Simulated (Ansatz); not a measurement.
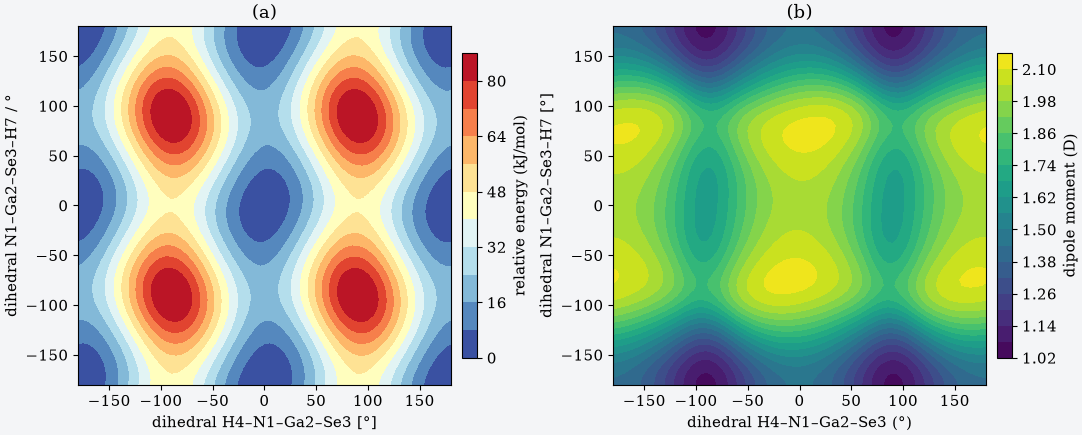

GaH4NSe, SMILES [NH2][GaH][SeH]. The first coordinate is: dihedral H4–N1–Ga2–Se3; the second: dihedral N1–Ga2–Se3–H7. Nothing is relaxed (all other coordinates rigid). The grid has 18 × 18 points; 323 points were computed and 1 follow by symmetry. Points are written as (first, second). All energies are given in kJ/mol relative to the lowest grid point. Method: RKS SPW92 (LDA)/def2-TZVP in Ansatz 0.2.0.

Panel (a) is the energy; panel (b) is the computed dipole moment, in D.

Drawn: filled contours. Between grid points the surface is interpolated.

### How does the dipole moment vary over the map, and what is it at the lowest grid point?

Leaving out the highest fifth of the energies, it runs from 1.08 D at (−100°, −180°) to 2.12 D at (−20°, −80°). At the lowest grid point, (0°, −180°), it is 1.45 D.

```
dihedral N1–Ga2–Se3–H7 ↓, dihedral H4–N1–Ga2–Se3 →  −160  −120   −80   −40     0    40    80   120   160
                                               140  1.63  1.42  1.27  1.52  1.66  1.58  1.28  1.38  1.59
                                               100  2.03  1.89  1.70  1.91  2.03  2.01  1.75  1.80  1.97
                                                60  2.09  1.92  1.76  2.01  2.11  2.05  1.79  1.89  2.07
                                                20  2.00  1.81  1.67  1.93  2.03  1.95  1.69  1.80  1.99
                                               −20  1.99  1.80  1.69  1.94  2.03  1.93  1.67  1.81  2.00
                                               −60  2.07  1.89  1.78  2.05  2.11  2.02  1.76  1.92  2.09
                                              −100  1.97  1.80  1.75  2.01  2.03  1.91  1.71  1.90  2.03
                                              −140  1.59  1.38  1.28  1.58  1.66  1.52  1.27  1.42  1.63
                                              −180  1.40  1.19  1.08  1.33  1.45  1.33  1.08  1.19  1.40
```

The table holds every second grid line.
